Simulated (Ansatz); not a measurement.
## Ga chain started as a dimerised line: period, moment and channels by functional

How many channels does the Ga chain started as a dimerised line carry, and how sure is the answer?

Calculated with Ansatz 0.2.0; DFT PBE, plane waves, PAW; relaxation of a chain's period, in the first sound run; inputs show where later runs differ.

**1. Starting point**

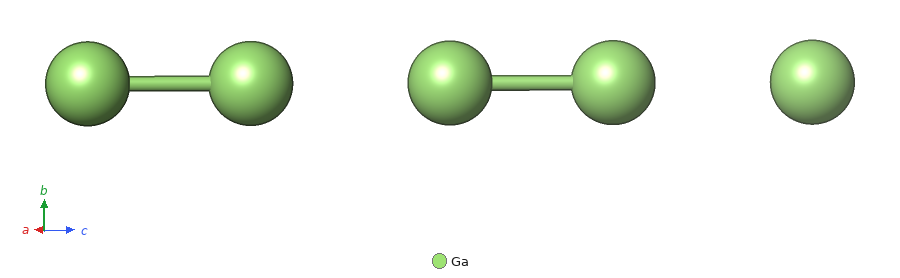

The starting structure, seen from the side, with the c axis across the page (gallium green). 1×1×2 cells are drawn. Bonds to atoms that aren't drawn are left out. Some periodic images of atoms are drawn too.

The cell holds 2 atoms: 2 Ga. Cell: a = 7.500 Å, b = 7.500 Å, c = 4.636 Å, α = 90.0°, β = 90.0°, γ = 90.0°. Vacuum lies along a and b. The structure's axis is c.

**2. Relaxing the period, level PBE, cutoff 420 eV**

Band widths follow the bond lengths, so the chain is relaxed first. The atoms and the third cell vector are free; the box across stays fixed as vacuum. Moments are seeded so that a magnetic state can form if it lies lower. A Fermi-Dirac smearing is set since the result may be a metal. The pressure printed is a third of the stress's trace over the whole box, vacuum included; only the stress along the axis is relaxed.

input.yaml

```yaml
crystal:
  lattice:
    - [7.5, 0.0, 0.0]
    - [0.0, 7.5, 0.0]
    - [0.0, 0.0, 4.636]
  atoms:
    - { symbol: Ga, position: [0.5, 0.5, 0.0], spin: 0.5 }
    - { symbol: Ga, position: [0.5, 0.5, 0.45], spin: 0.5 }
magnetization:
  spin_polarized: true
kpoints:
  mp_grid: { grid: [1, 1, 18] }
scf:
  occupations: { method: fermi_dirac, width: 0.05 }
hamiltonian:
  xc: pbe
relax:
  cell: { fix: [a, b, alpha, beta, gamma] }
  max_steps: 60
```

On the command line:

```bash
$ ansatz run input.yaml --threads 4 --pin off --max-ram 8192MiB --backend cpu --events-out ev --progress --plain --runs-dir out
```

Numbers of over 12 decimals in the logs are rounded to 6 here.

Log:

```text
Engine: ansatz 0.2.0, aarch64-unknown-linux-gnu
Pseudopotentials: kind: paw
Pseudopotential: Ga, paw, valence charge 13, recommended cutoff 420 eV (normal), Ga.paw.azcp
Functional definition: PBE
  parameter kappa = 0.804
  parameter beta = 0.066725
  exchange = pbe_x(kappa = kappa, mu = beta*pi^2/3)
  correlation = pbe_c(beta = beta)
Crystal: 2 atoms, lattice volume = 260.775 Å³
Basis set: ecut = 420 eV, 5111 PW (Γ), exchange–correlation on 108×108×64 points (8 copies of the dense FFT grid, shifted against one another)
Bands: 18, of which v1, the nominal top of the filled ones, is band 13 counted from 1 (12 counted from 0)
Symmetry: 16 space group operations
Space group: P4/mmm (ITA 123), of the structure as read, at distance tolerance 6.4e-5 Å
Magnetic group: BNS 123.339 (UNI 999), of the structure as read, at distance tolerance 6.4e-5 Å
k-points: 10 of 18
Non-local potential: Ga, projectors of the file, l = 0: 2, l = 1: 2, l = 2: 3, l = 3: 1
PAW form: soft (Blöchl's): semilocal exchange-correlation on the pseudo side does not see the compensation charge
PAW one-centre angular grid: Ga, 590 points (default); XC on 64 Gauss nodes
Initial density: superposition of atomic densities (neutral atoms: chi_scale 0, normalization atom)
Starting moments: Σ|m| = 1 μB on 2 of 2 sites
Initial wavefunctions: pseudopotential atomic-orbital guess
Functional: x = pbe(κ = 0.804, μ = 0.219515), c = pbe(β = 0.066725)
iter 1 solved again at ethr=2.20e-3 eV; its pass at ethr=3.10e-3 eV (dr2=5.73e-1 eV) is discarded
SCF iter   1: F=—  HF=-7562.892938 eV  |F-HF|=—  |Δ(HF+E_count)|=         —  Δρ=2.23e-2 (↑2.23e-2 ↓2.07e-2)  dr2=5.78e-1  dr2_m=9.99e-1  M=0.188 μB ∫|m|=0.188 μB  β_m=0.30  ethr=2.20e-3  ⟨swp⟩=1.0  Hψ=2274  notcnv=0
preconditioner: auto → LDOS  [metal: Δε(μ)=0.138 eV  Ē_g=15.583 eV  σ=0.050 eV  W_gap=0.45  n_scr=30 (ndim 8)  ℏωp=11.7 eV  f_vac=0.641  D(μ)=2.82/eV (n_scr^D=10)]
spin=Collinear: LDOS preconditioning applied to the charge; magnetization (m = ρ↑ − ρ↓) channel mixes plain (no charge-response kernel on spin).
SCF iter   2: F=—  HF=-7562.827089 eV  |F-HF|=—  |Δ(HF+E_count)|=   6.58e-2  Δρ=1.52e-2 (↑1.50e-2 ↓1.52e-2)  dr2=2.64e-1  dr2_m=4.99e-1  M=0.162 μB ∫|m|=0.162 μB  β_m=0.30  ethr=2.20e-3  ⟨swp⟩=2.0  Hψ=418  notcnv=0
SCF iter   3: F=—  HF=-7562.766726 eV  |F-HF|=—  |Δ(HF+E_count)|=   6.04e-2  Δρ=1.08e-2 (↑9.72e-3 ↓1.08e-2)  dr2=2.22e-2  dr2_m=2.50e-1  M=0.146 μB ∫|m|=0.146 μB  β_m=0.30  ethr=1.02e-3  ⟨swp⟩=2.6  Hψ=534  notcnv=0
SCF iter   4: F=—  HF=-7562.777631 eV  |F-HF|=—  |Δ(HF+E_count)|=   1.09e-2  Δρ=7.28e-3 (↑7.23e-3 ↓7.28e-3)  dr2=6.16e-3  dr2_m=1.25e-1  M=0.131 μB ∫|m|=0.131 μB  β_m=0.30  ethr=8.53e-5  ⟨swp⟩=2.9  Hψ=735  notcnv=0
SCF iter   5: F=—  HF=-7562.785032 eV  |F-HF|=—  |Δ(HF+E_count)|=   7.40e-3  Δρ=5.12e-3 (↑5.11e-3 ↓5.12e-3)  dr2=1.35e-3  dr2_m=6.23e-2  M=0.115 μB ∫|m|=0.116 μB  β_m=0.30  ethr=2.37e-5  ⟨swp⟩=2.5  Hψ=592  notcnv=0
SCF iter   6: F=—  HF=-7562.788178 eV  |F-HF|=—  |Δ(HF+E_count)|=   3.15e-3  Δρ=3.63e-3 (↑3.59e-3 ↓3.63e-3)  dr2=2.30e-4  dr2_m=3.11e-2  M=0.103 μB ∫|m|=0.105 μB  β_m=0.30  ethr=5.20e-6  ⟨swp⟩=2.5  Hψ=596  notcnv=0
SCF iter   7: F=—  HF=-7562.789725 eV  |F-HF|=—  |Δ(HF+E_count)|=   1.55e-3  Δρ=2.58e-3 (↑2.58e-3 ↓2.52e-3)  dr2=2.77e-5  dr2_m=1.55e-2  M=0.092 μB ∫|m|=0.094 μB  β_m=0.30  ethr=8.84e-7  ⟨swp⟩=2.4  Hψ=605  notcnv=0
Mixer restart at iter 7: flushing history
spin-set hold released at iteration 7 (site moments contracting): the magnetisation degrees of freedom join the quasi-Newton model from the next iteration; the mixer history was flushed
SCF iter   8: F=—  HF=-7562.790545 eV  |F-HF|=—  |Δ(HF+E_count)|=   8.21e-4  Δρ=1.82e-3 (↑1.82e-3 ↓1.78e-3)  dr2=1.51e-5  dr2_m=7.74e-3  M=0.083 μB ∫|m|=0.085 μB  β_m=0.65  ethr=1.07e-7  ⟨swp⟩=2.3  Hψ=636  notcnv=0
SCF iter   9: F=—  HF=-7562.791683 eV  |F-HF|=—  |Δ(HF+E_count)|=   1.14e-3  Δρ=1.05e-4 (↑1.00e-4 ↓1.05e-4)  dr2=4.08e-7  dr2_m=2.50e-5  M=0.048 μB ∫|m|=0.051 μB  β_m=0.82  ethr=5.80e-8  ⟨swp⟩=2.0  Hψ=680  notcnv=0
SCF iter  10: F=—  HF=-7562.791781 eV  |F-HF|=—  |Δ(HF+E_count)|=   9.72e-5  Δρ=7.42e-5 (↑7.42e-5 ↓7.39e-5)  dr2=8.88e-8  dr2_m=1.31e-5  M=0.036 μB ∫|m|=0.038 μB  β_m=0.91  ethr=1.57e-9  ⟨swp⟩=3.0  Hψ=696  notcnv=0
SCF iter  11: F=—  HF=-7562.791890 eV  |F-HF|=—  |Δ(HF+E_count)|=   1.10e-4  Δρ=2.89e-5 (↑2.46e-5 ↓2.89e-5)  dr2=5.27e-7  dr2_m=1.53e-6  M=0.012 μB ∫|m|=0.013 μB  β_m=0.96  ethr=3.41e-10  ⟨swp⟩=4.0  Hψ=950  notcnv=0
SCF iter  12: F=—  HF=-7562.791904 eV  |F-HF|=—  |Δ(HF+E_count)|=   1.37e-5  Δρ=1.77e-5 (↑1.77e-5 ↓1.27e-5)  dr2=9.72e-7  dr2_m=1.91e-7  M=0.004 μB ∫|m|=0.005 μB  β_m=0.96  ethr=3.41e-10  ⟨swp⟩=3.0  Hψ=903  notcnv=0
SCF iter  13: F=—  HF=-7562.791905 eV  |F-HF|=—  |Δ(HF+E_count)|=   7.13e-7  Δρ=7.20e-7 (↑5.87e-7 ↓7.20e-7)  dr2=4.97e-9  dr2_m=2.89e-10  M=-0.000 μB ∫|m|=0.000 μB  β_m=0.98  ethr=3.41e-10  ⟨swp⟩=2.2  Hψ=1525  notcnv=0
SCF iter  14: F=-7562.791905 eV  HF=-7562.791905 eV  |F-HF|=8.47e-10  |Δ(HF+E_count)|=   4.05e-9  Δρ=2.50e-7 (↑2.05e-7 ↓2.50e-7)  dr2=1.36e-9  dr2_m=9.67e-12  M=-0.000 μB ∫|m|=0.000 μB  ethr=1.91e-11  ⟨swp⟩=3.0  Hψ=967  notcnv=0
WARN: the starting moments were not kept: the SCF closed with an absolute magnetisation of 2.9e-5 μB, where they sum to 1 μB in size (2 sites). That is at most 0.1 of that sum. Measured as dr2_m measures the in/out step, that magnetisation stands 3.8e-11 eV from none, at or under the dr2_threshold of 1.0e-7 eV: it is no larger than a step whose dr2_m would equal this threshold. The system may hold no moment; this SCF [...]
SCF 1 converged in 14 iterations: F = -7562.791905 eV  dr2 = 1.36e-9
  greatest PAW one-centre occupation: 0.995 electrons in one spin orbital (limit 2), on the Ga atom at site 1 (counted from 0), in its partial waves of l = 2
relax step   1: F+E_penalty+E_count = -7562.79190491 eV  Δ(F+E_penalty+E_count) = +0.000e0 eV  max|allowed force component| = 4.964e0 eV/Å  Δτ_max = 0.0000 Å  P = +0.814 GPa  Ω = 260.775 Å³  fix = [a, b, alpha, beta, gamma]  reactions: a +0.185, b +0.185 GPa  (14 SCF iters, dr2 threshold 1.00e-7 eV, accepted)
Crystal: 2 atoms, lattice volume = 255.371 Å³
Basis set: ecut = 420 eV, 5023 PW (Γ), exchange–correlation on 108×108×64 points (8 copies of the dense FFT grid, shifted against one another)
Initial density: handed on by an earlier stage of this run
Starting moments: Σ|m| = 1 μB on 2 of 2 sites; this step starts from the density that it was given
Initial wavefunctions: those handed on with the density
[...]
SCF iter   3: F=—  HF=-7563.339198 eV  |F-HF|=—  |Δ(HF+E_count)|=   6.73e-5  Δρ=2.63e-5 (↑2.63e-5 ↓2.16e-5)  dr2=2.50e-6  dr2_m=3.45e-7  M=-0.000 μB ∫|m|=0.000 μB  β_m=0.48  ethr=6.73e-7  ⟨swp⟩=2.0  Hψ=420  notcnv=0
iter 4 did not close the SCF: its close was put off for a magnetic moment that had not settled (scf_convergence_deferred on its scf_iter line)
SCF iter   4: F=-7563.339196 eV  HF=-7563.339195 eV  |F-HF|=1.31e-7  |Δ(HF+E_count)|=   2.24e-6  Δρ=8.53e-6 (↑8.53e-6 ↓7.90e-6)  dr2=1.25e-7  dr2_m=1.16e-7  M=-0.000 μB ∫|m|=0.000 μB  β_m=0.60  ethr=7.69e-10  ⟨swp⟩=4.0  Hψ=1234  notcnv=0
iter 5 did not close the SCF: its close was put off for a magnetic moment that had not settled (scf_convergence_deferred on its scf_iter line)
SCF iter   5: F=-7563.339196 eV  HF=-7563.339196 eV  |F-HF|=5.58e-9  |Δ(HF+E_count)|=   1.47e-7  Δρ=2.32e-6 (↑2.32e-6 ↓1.93e-6)  dr2=1.63e-8  dr2_m=2.98e-9  M=-0.000 μB ∫|m|=0.000 μB  β_m=0.79  ethr=4.83e-10  ⟨swp⟩=2.0  Hψ=1213  notcnv=0
iter 6 did not close the SCF: its close was put off for a magnetic moment that had not settled (scf_convergence_deferred on its scf_iter line)
SCF iter   6: F=-7563.339196 eV  HF=-7563.339196 eV  |F-HF|=2.84e-10  |Δ(HF+E_count)|=   1.05e-8  Δρ=2.06e-7 (↑2.06e-7 ↓2.02e-7)  dr2=1.10e-10  dr2_m=7.41e-11  M=-0.000 μB ∫|m|=0.000 μB  β_m=0.88  ethr=6.28e-11  ⟨swp⟩=1.0  Hψ=1064  notcnv=0
SCF iter   7: F=-7563.339196 eV  HF=-7563.339196 eV  |F-HF|=5.28e-11  |Δ(HF+E_count)|=  3.97e-10  Δρ=8.13e-8 (↑6.65e-8 ↓8.13e-8)  dr2=2.24e-12  dr2_m=1.24e-11  M=-0.000 μB ∫|m|=0.000 μB  ethr=1.00e-12  ⟨swp⟩=1.0  Hψ=923  notcnv=0
the starting moments were not kept: the SCF closed with an absolute magnetisation of 1.6e-5 μB, where they sum to 1 μB in size (2 sites). That is at most 0.1 of that sum. Measured as dr2_m measures the in/out step, that magnetisation stands 1.0e-11 eV from none, at or under the dr2_threshold of 2.0e-7 eV: it is no larger than a step whose dr2_m would equal this threshold.
SCF 3 converged in 7 iterations: F = -7563.339196 eV  dr2 = 2.24e-12
relax step   3: F+E_penalty+E_count = -7563.33919561 eV  Δ(F+E_penalty+E_count) = -2.880e-3 eV  max|allowed force component| = 1.441e-1 eV/Å  Δτ_max = 0.0022 Å  P = +0.184 GPa  Ω = 256.910 Å³  energy of the carried Pulay correction = +1.507e-4 eV  fix = [a, b, alpha, beta, gamma]  reactions: a +0.197, b +0.197 GPa  (7 SCF iters, dr2 threshold 2.00e-7 eV, accepted)
[...]
relax step   4: F+E_penalty+E_count = -7563.33996933 eV  Δ(F+E_penalty+E_count) = -7.737e-4 eV  max|allowed force component| = 3.961e-3 eV/Å  Δτ_max = 0.0033 Å  P = +0.138 GPa  Ω = 257.516 Å³  energy of the carried Pulay correction = +1.269e-4 eV  fix = [a, b, alpha, beta, gamma]  reactions: a +0.197, b +0.197 GPa  (6 SCF iters, dr2 threshold 2.00e-7 eV, accepted)
Initial wavefunctions: pseudopotential atomic-orbital guess (no wavefunctions were taken with the density)
iter 1 solved again at ethr=1.29e-7 eV; its pass at ethr=3.10e-3 eV (dr2=3.34e-5 eV) is discarded
SCF iter   1: F=—  HF=-7563.339902 eV  |F-HF|=—  |Δ(HF+E_count)|=         —  Δρ=3.02e-6 (↑3.02e-6 ↓2.97e-6)  dr2=2.40e-8  dr2_m=2.28e-11  M=-0.000 μB ∫|m|=0.000 μB  β_m=0.30  ethr=1.29e-7  ⟨swp⟩=3.7  Hψ=2792  notcnv=0
preconditioner: auto → Resta (q_TF=auto, 1.862 Å⁻¹)  ε∞=1.6  [insulator: Δε(μ)=0.220 eV  Ē_g=15.514 eV  σ=0.050 eV  W_gap=0.80  n_scr=30 (ndim 8)  ℏωp=11.8 eV  f_vac=0.666  D(μ)=1.68/eV (n_scr^D=4)  ε∞_Penn≈1.6  vacuum switching on, ρ_ref=1.7e-2 e/Å³]
spin=Collinear: Resta preconditioning applied to the charge; magnetization (m = ρ↑ − ρ↓) channel mixes plain (no charge-response kernel on spin).
SCF iter   2: F=—  HF=-7563.339877 eV  |F-HF|=—  |Δ(HF+E_count)|=   2.55e-5  Δρ=2.75e-6 (↑2.75e-6 ↓2.70e-6)  dr2=2.76e-8  dr2_m=1.50e-11  M=-0.000 μB ∫|m|=0.000 μB  β_m=0.48  ethr=9.25e-11  ⟨swp⟩=2.0  Hψ=620  notcnv=0
SCF iter   3: F=—  HF=-7563.339877 eV  |F-HF|=—  |Δ(HF+E_count)|=   1.48e-8  Δρ=6.81e-7 (↑6.81e-7 ↓6.60e-7)  dr2=1.21e-9  dr2_m=4.58e-12  M=-0.000 μB ∫|m|=0.000 μB  β_m=0.51  ethr=9.25e-11  ⟨swp⟩=2.0  Hψ=420  notcnv=0
SCF iter   4: F=—  HF=-7563.339877 eV  |F-HF|=—  |Δ(HF+E_count)|=  7.77e-10  Δρ=8.80e-8 (↑8.80e-8 ↓8.68e-8)  dr2=7.02e-11  dr2_m=1.33e-12  M=-0.000 μB ∫|m|=0.000 μB  β_m=0.75  ethr=4.66e-12  ⟨swp⟩=2.0  Hψ=620  notcnv=0
SCF iter   5: F=-7563.339877 eV  HF=-7563.339877 eV  |F-HF|=8.19e-12  |Δ(HF+E_count)|=  2.06e-10  Δρ=3.54e-8 (↑3.54e-8 ↓2.97e-8)  dr2=6.74e-12  dr2_m=2.69e-13  M=-0.000 μB ∫|m|=0.000 μB  ethr=1.00e-12  ⟨swp⟩=5.6  Hψ=1453  notcnv=0
the starting moments were not kept: the SCF closed with an absolute magnetisation of 2.4e-6 μB, where they sum to 1 μB in size (2 sites). That is at most 0.1 of that sum. Measured as dr2_m measures the in/out step, that magnetisation stands 2.4e-13 eV from none, at or under the dr2_threshold of 2.0e-11 eV: it is no larger than a step whose dr2_m would equal this threshold.
SCF 5 converged in 5 iterations: F = -7563.339877 eV  dr2 = 6.74e-12
relax step   5: F+E_penalty+E_count = -7563.33987690 eV  Δ(F+E_penalty+E_count) = +9.243e-5 eV  max|allowed force component| = 3.961e-3 eV/Å  Δτ_max = 0.0000 Å  P = +0.138 GPa  Ω = 257.516 Å³  fix = [a, b, alpha, beta, gamma]  reactions: a +0.197, b +0.197 GPa  stress off target by 1.82e-2 GPa on what of the cell is left free  SCF on the basis re-selected at this cell (its energy is not comparable with the rows above)  (5 SCF iters)
basis re-selected at this cell: Δ(F+E_penalty+E_count) = +9.243e-5 eV, ΔP = -0.000 GPa vs the last step (what re-selecting the basis moved, of the pressure what is left beyond the Pulay correction that the steps carried, after the strain that the cell walked since its last selection, with what the two solves' SCF thresholds leave and, on support functions, any second-order correction that the steps lacked; it is no m [...]
SCF converged after 5 iterations
Magnetization: -0.0000 μB (13.0000 up, 13.0000 down)
Absolute magnetization: 0.0000 μB (∫|ρ↑−ρ↓|, with the PAW one-centre terms)
Spin contamination: 0.0000 ħ² per cell (⟨S²⟩ above its minimum at these occupations)
Per-site moments (μB) at R_I (Å): [(-1.5667072054808908e-7, 0.944148), (-1.5667072080638336e-7, 0.944148)]
Free energy (F): -7563.339877 eV
Harris-Foulkes:  -7563.339877 eV  (|F-HF|=8.19e-12)
Internal energy: -7563.324174 eV  (E = F + TS)
E sigma→0 (E₀):  -7563.332025 eV
Entropy (-TS):   -0.015703 eV (-7.851 meV/atom)
Fermi energy:    -2.090801 eV
--- Per-component energies (eV) ---
  E_band       = -381.866362
  E_kinetic    = 228.139462
  E_local      = -7506.832820  (includes V_loc(G=0)·N_el)
  E_nonlocal   = 843.354792
  E_hartree    = 3488.025873
  E_xc         = -135.899327
  E_vxc        = -112.312617  (∫ρ·V_xc dr)
  E_paw        = -3970.469083  (= ΣΔE_a)
  E_vpaw       = -810.266974  (= ΣTr[D̂ρ^β])
  E_aug_tail   = -0.000234  (compensation charges beyond the density's cutoff)
  E_ewald      = -509.642837
  E_smearing   = -0.015703  (= −TS)
  E_closure    = -0.000000  (closes the sum)
  Σ components = -7563.339877   (vs F -7563.339877, Δ=0.00e0)
--- Forces (eV/Å), atoms counted from 1 ---
  atom   1  Ga     0.00000000    -0.00000000    -0.00396140
  atom   2  Ga     0.00000000    -0.00000000     0.00396140
  max |Σ_I F_I| component: 1.25e-24 eV/Å
--- Stress (GPa, compression-positive) ---
        0.197396      -0.000000      -0.000000
       -0.000000       0.197396       0.000000
       -0.000000       0.000000       0.018176
  P = ⅓ Tr σ = 0.1377 GPa (1.377 kbar)
--- Relaxed structure (4 steps of the walk, 4 accepted, 1 SCFs on fresh bases) ---
  F+E_penalty+E_count = -7563.33987690 eV   max|allowed force component| = 3.961e-3 eV/Å   (the final SCF, on the basis selected at the relaxed cell)
  cell:  # Å, volume = 257.5158 Å³
    - [7.5, 0.0, 0.0]
    - [0.0, 7.5, 0.0]
    - [0.0, 0.0, 4.578059]
  atoms:
    - { symbol: Ga, position: [0.5, 0.5, -0.024980] }
    - { symbol: Ga, position: [0.5, 0.5, 0.474980] }
```

The job ended after 7.6 s (4 threads of Arm Neoverse V2, shared host; peak memory 0.53 GiB).

Relaxation path:

```
step  energy less that of the first step (eV)  largest force component (eV/Å)  pressure (GPa)  volume (Å³)
   1                                   0.0000                          4.9643            0.81       260.78
   2                                  -0.5444                          0.0525            0.32       255.37
   3                                  -0.5473                          0.1441            0.18       256.91
   4                                  -0.5481                          0.0040            0.14       257.52
  5*                                  -0.5480                          0.0040            0.14       257.52
```

Relaxation steps marked * repeat the geometry before them on a plane-wave basis chosen anew for their cell, so energy and pressure can jump there.

Forces are held to the 16 operations that the run works with; a distortion that breaks them can't arise in this run.

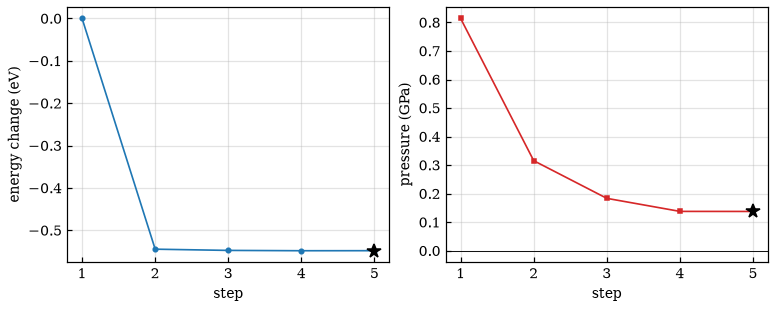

Energy and pressure along the relaxation. Stars mark steps on a basis chosen anew.

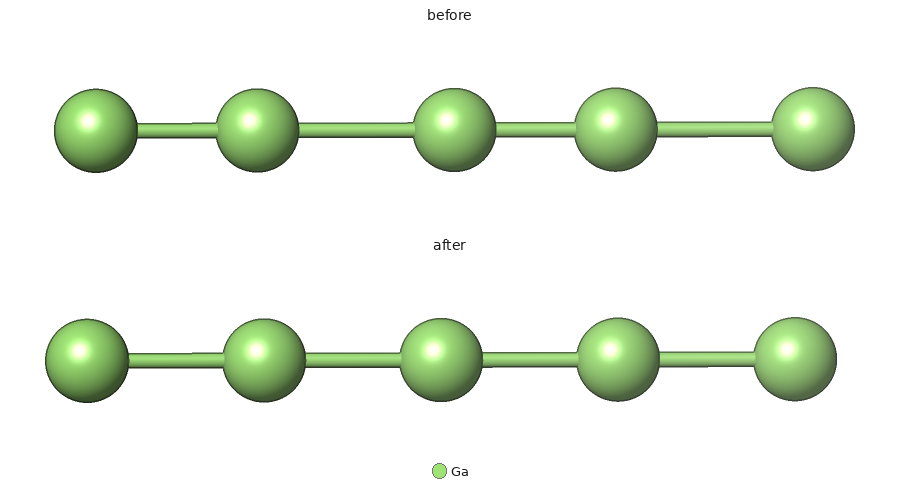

The structure before and after the relaxation, drawn at the same scale.

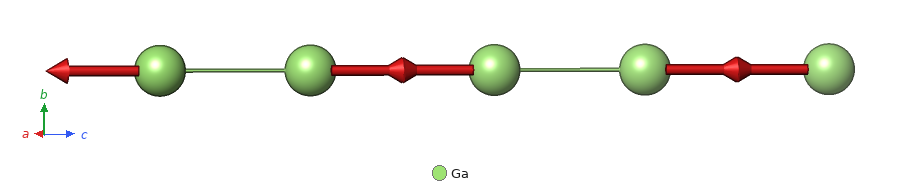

Displacements in the relaxation, exaggerated, measured against the changing cell; the longest in the cell stands for 0.11 Å. Bonds to atoms that aren't drawn are left out. 1×1×2 cells are drawn. Some periodic images of atoms are drawn too.

```csv
cell as run,before,after,change
c (Å),4.636,4.578,-1.2 %
```

The atoms that moved most (Å, along periodic axes as changes of fractional coordinates times the final cell, across vacuum about the mean position):

```csv
atom,dx,dy,dz,length
Ga1,0.000,0.000,-0.114,0.114
Ga2,0.000,0.000,0.114,0.114
```

Final coordinates:

```xyz
2
Lattice="7.5000 0.0000 0.0000 0.0000 7.5000 0.0000 0.0000 0.0000 4.5781" Properties=species:S:1:pos:R:3
Ga    3.7500    3.7500   -0.1144
Ga    3.7500    3.7500    2.1745
```

Numbers from this step:

```yaml
energy_at_zero_smearing: -7563.3320 eV
cell_length_along_the_wire: 4.578 Å
```

The cell's length comes to 4.578 Å with no moment. The two atoms stand evenly on a line, so the true period is half of it.

[end of part 1 of 4]

[Logs are printed without paths, hosts, clocks, repeated set-up lines and the standing remarks that a program may print on its own settings, such as how far it seeks lower states.]

[Hosts, paths, dates, database ids (printed as entryN), source tags and the programs' standing remarks are cut or masked in the printed files.]
